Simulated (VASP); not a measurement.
Band structure of AlN (wurtzite). Method: HSE06 screened hybrid, VASP's PBE PAW potentials (set 64) (plane waves; VASP 6.6.1).

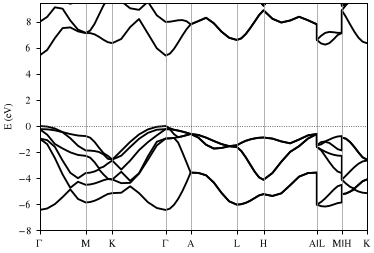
Figure. Bands along high-symmetry lines, zero at the valence-band maximum or, without a gap, the Fermi level

Task: Read the plot: is there a gap, and where are the band edges?

Result: The gap is direct, 5.40 eV, from the valence maximum at Γ to the conduction minimum at Γ.

Measured: gap 6.51 eV (computed value off by -1.11 eV), as given by Martin Feneberg et al., Physical Review B (2010), doi:10.1103/physrevb.82.075208 [zero-point renormalisation of 0.417 eV (from the measured temperature dependence, row gaps:miglio2020:AlN_wz:gap_zpr, arXiv:2011.12765) added back].

The compound is AlN in the wurtzite structure. It was relaxed first. The cell's shape comes from a PBE relaxation.
